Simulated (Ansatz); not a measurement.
# NbSnS4: what a guessed cell relaxes into, part 2 of 2

Where does this trial cell of NbSnS4 go when cell and atoms are let free?

Ansatz 0.2.0; DFT PBE, scalar-relativistic, plane waves, PAW.

**4. Final relaxation**

The end of the coarse run is made exact in the group found at a tolerance of 0.06 Å and reduced to its primitive cell.

File input.yaml:

```yaml
crystal:
  lattice:
    - [4.3565888468, 0.0, 0.0]
    - [0.0, 4.3565888468, 0.0]
    - [0.0, 0.0, 6.390335512]
  atoms:
    - { symbol: Nb, position: [0.5, 0.5, 0.5] }
    - { symbol: Sn, position: [0.0, 0.0, 0.0] }
    - { symbol: S, position: [0.5, 0.0, 0.727320068] }
    - { symbol: S, position: [0.0, 0.5, 0.272679932] }
    - { symbol: S, position: [0.5, 0.0, 0.272679932] }
    - { symbol: S, position: [0.0, 0.5, 0.727320068] }
basis:
  ecutwfc: 420
kpoints:
  mp_grid: { grid: [10, 10, 6] }
hamiltonian:
  xc: pbe
scf:
  occupations: { method: gaussian, width: 0.1 }
output:
  forces: true
  stress: true
  eigenvalues: true
relax:
  adjacent_minimum: "off"
  f_tol: 0.01
  max_steps: 80
  cell: { stress_tol: 0.05 }
```

Started as:

```console
$ ansatz run input.yaml --threads 1 --pin off --max-ram 2560MiB --backend cpu --events-out ev --progress --plain --runs-dir out
```

The log of the run, shortened:

```text
Warning: RAYON_NUM_THREADS=1 ignored (pool sized by the plan → 1); use --threads N
[...]
Pseudopotentials: kind: paw
Pseudopotential: Nb, paw, valence charge 13, recommended cutoff 420 eV (normal), Nb.paw.azcp
Pseudopotential: Sn, paw, valence charge 14, recommended cutoff 420 eV (normal), Sn.paw.azcp
Pseudopotential: S, paw, valence charge 6, recommended cutoff 420 eV (normal), S.paw.azcp
Functional definition: PBE
[...]
Crystal: 6 atoms, lattice volume = 121.288 Å³
Basis set: ecut = 420 eV, 2373 PW (Γ), exchange–correlation on 60×60×90 points (8 copies of the dense FFT grid, shifted against one another)
Bands: 32, of which v1, the nominal top of the filled ones, is band 26 counted from 1 (25 counted from 0)
Symmetry: 16 space group operations
Space group: P4/mmm (ITA 123), of the structure as read, at distance tolerance 5.0e-5 Å
k-points: 84 of 600
[...]
       -0.000000       0.042906       0.000000
        0.000000       0.000000      -0.045111
  P = ⅓ Tr σ = 0.0136 GPa (0.136 kbar)
--- Band table (eV; the first three rows and the last of 84) ---
[...]
--- Relaxed structure (3 steps of the walk, 3 accepted, 1 SCFs on fresh bases) ---
  F+E_penalty+E_count = -14186.80280615 eV   max|allowed force component| = 9.136e-3 eV/Å   (the final SCF, on the basis selected at the relaxed cell)
  cell:  # Å, volume = 122.0504 Å³
    - [4.339521479715126, -4.2376146944496535e-35, 0.0]
    - [-4.2376146944496535e-35, 4.339521479715126, 0.0]
    - [0.0, 0.0, 6.481203726621246]
  atoms:
    - { symbol: Nb, position: [0.5, 0.5, 0.5] }
    - { symbol: Sn, position: [9.324975615786689e-36, 5.0654188530199295e-36, 1.131085288035921e-19] }
    - { symbol: S, position: [0.5, 2.3024631150090588e-36, 0.7253426759935669] }
    - { symbol: S, position: [9.324975615786689e-36, 0.5, 0.274657324006433] }
    - { symbol: S, position: [0.5, 2.3024631150090588e-36, 0.274657324006433] }
    - { symbol: S, position: [9.324975615786689e-36, 0.5, 0.7253426759935669] }
```

Run time: 72 s. Hardware: 1 thread of AMD EPYC 7R43 (Zen 3), shared host; peak memory 0.62 GiB.

Step by step:

```csv
step,energy from step 1 (eV/cell),largest force component (eV/Å),pressure (GPa),volume (Å³)
1,0.0000,0.0536,0.31,121.29
2,-0.0056,0.0334,-0.16,122.47
3,-0.0062,0.0092,0.01,122.05
4,-0.0063,0.0091,0.01,122.05
```

Step 1 is the start. Step 4 repeats the geometry before it on a plane-wave basis chosen anew for that cell, so its energy need not be comparable with the rows above.

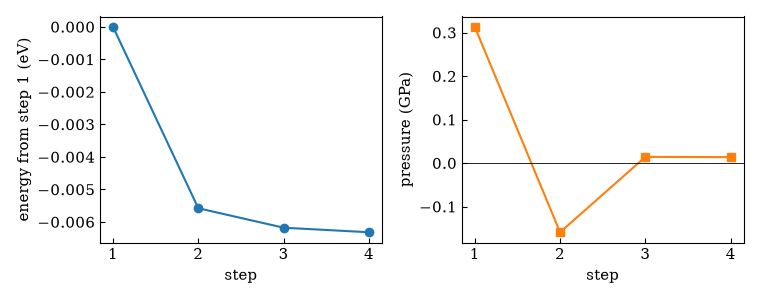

Energy and pressure along the relaxation.

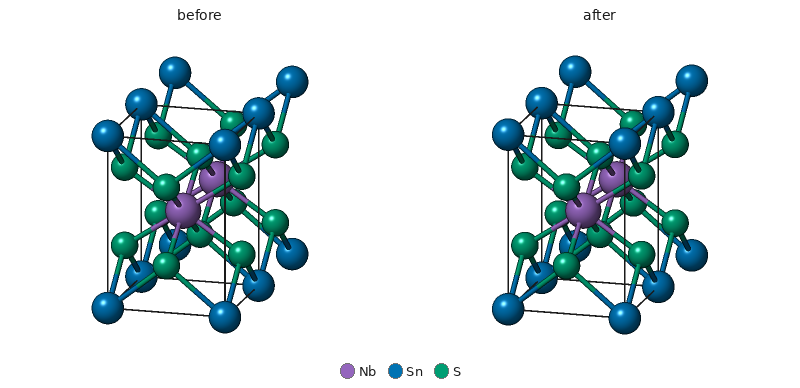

The structure before (left) and after (right) the relaxation, drawn at the same scale.

|  | before | after | change |
| --- | --- | --- | --- |
| a (Å) | 4.357 | 4.340 | -0.4 % |
| b (Å) | 4.357 | 4.340 | -0.4 % |
| c (Å) | 6.390 | 6.481 | +1.4 % |
| volume (Å³/atom) | 20.21 | 20.34 | +0.6 % |
| shortest distance (Å) | 2.618 | 2.616 | -0.1 % |
| space group (0.01 Å) | P4/mmm | P4/mmm | same |

The run keeps the 16 symmetry operations of the start, so it could not have lowered the symmetry.

**5. Results**

This closing draws on all 2 parts. Changes of volume or cell count from the first structure of part 1.

| quantity | value |
| --- | --- |
| symmetry at the end (tolerance 0.05 Å) | space group P4/mmm (No. 123) |
| conventional cell | a = 4.340 Å, b = 4.340 Å, c = 6.481 Å, α = 90.00°, β = 90.00°, γ = 90.00° |
| volume | 20.34 Å³/atom |
| energy over the elements, grey Sn | -0.34 eV/atom |
| gap on the mesh | none (metal) |

What this shows: The space group P4/mmm (No. 123) is kept, and the volume per atom shrinks by 2.7 % from the first guess. It lies below the elements, which doesn't yet make it stable: competing phases were not computed in this session. No finished test with a distortion of lower symmetry is shown, so the end may be a saddle point. Some metallic runs here have no spin polarisation while others do; where cell and settings agree, the difference is what magnetism gains. Other magnetic orders were not searched.
